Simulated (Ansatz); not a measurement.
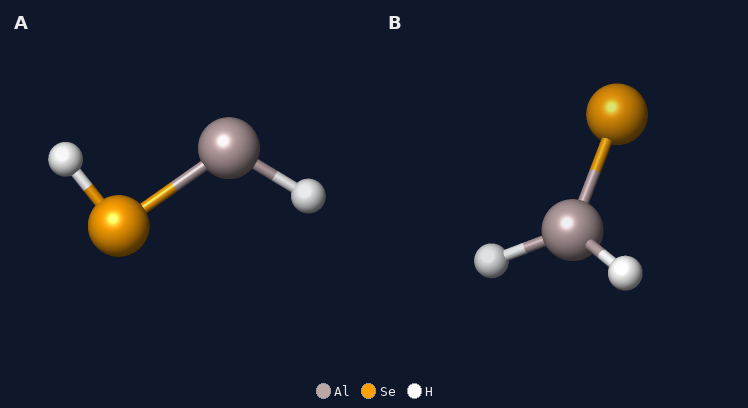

2 stationary structures of one formula. State: neutral, doublet. Geometries: PBE0-D4/def2-TZVP. Electronic energies: UHF-CCSD(T) (frozen core)/def2-TZVPP (Ansatz 0.2.0), without zero-point energy. No frequency run is at hand to confirm each as a minimum.

### Which structure is the most stable?

B is lowest (C2v); A lies 0.114 eV above it (Cs).

Give E(B) − E(A) in eV at these levels too: UHF-CCSD(T) (frozen core)/def2-TZVPP; PBE0-D4/def2-TZVP; PBE-D4/def2-TZVPP; PBE0-D4/def2-TZVPP; B3LYP-D4/def2-TZVPP; r2SCAN-D4/def2-TZVPP; ωB97M-V/def2-TZVPP.

| level | E(B) − E(A) (eV) |
| --- | --- |
| UHF-CCSD(T) (frozen core)/def2-TZVPP | −0.114 |
| PBE0-D4/def2-TZVP | −0.010 |
| PBE-D4/def2-TZVPP | +0.058 |
| PBE0-D4/def2-TZVPP | 0.000 |
| B3LYP-D4/def2-TZVPP | −0.117 |
| r2SCAN-D4/def2-TZVPP | −0.005 |
| ωB97M-V/def2-TZVPP | −0.225 |
